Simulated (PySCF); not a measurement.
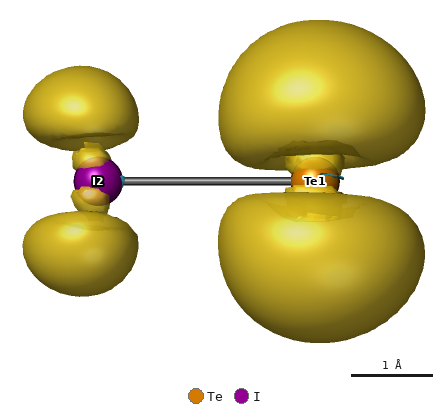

Figure. TeI (doublet). Isosurfaces of the spin density (α minus β) at +0.015 (yellow) and −0.015 e/Å³ (cyan), seen from one side.

Core potentials replace the inner electrons of Te and I.

Level of theory: PySCF 2.14.0, PBE0/cc-pVDZ(-PP), non-relativistic Hamiltonian with scalar-relativistic core potentials where named, at a bond length of 2.684 Å.

> Where is the unpaired spin?

The unpaired spin (1 electron) lies mostly on Te1 (about 0.9) and I2 (about 0.1), in electrons by Hirshfeld's partition.
